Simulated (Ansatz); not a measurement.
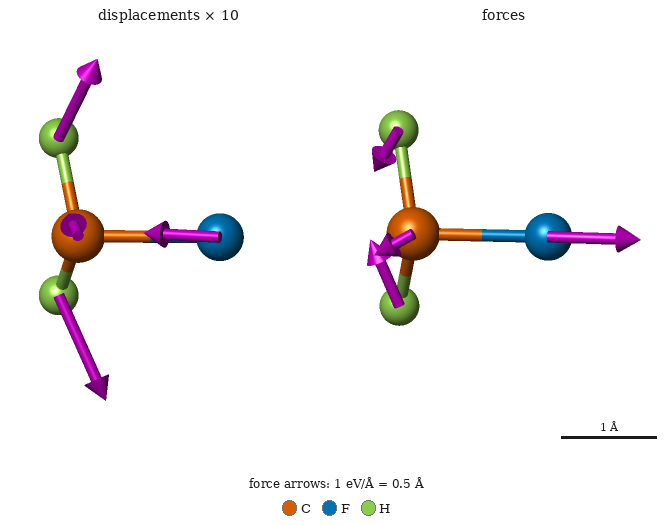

Left: CH2F (charge −1), with purple arrows for the displacements applied to it. Right: the displaced structure with the computed forces. Style: ball-and-stick. Shown at a tilt.

Theory: RKS PBE0-D4/def2-TZVPPD (Ansatz). 

Where do the forces point?

Answer. All atoms are moved at random (σ = 0.09 Å) from the PBE0-D4/def2-TZVP minimum. It costs 0.243 eV. The largest force is 2 eV/Å, on the F atom. The forces mostly point back along the displacements (cosine −0.84). At other levels of theory the same distortion costs 0.264 eV (RKS PBE-D4/def2-TZVPPD), 0.268 eV (RKS r2SCAN-D4/def2-TZVPPD), 0.266 eV (RKS wB97M-V/def2-TZVPPD), 0.269 eV (RHF-CCSD(T), frozen core/def2-TZVPPD). Among the bonded contacts that change: C–F 1.492 → 1.422 Å, C–H 1.116 → 1.133 to 1.155 Å. Bond angles that change, for instance: H–C–H 102.2° → 116.2°, F–C–H 101.6° → 97.8°.
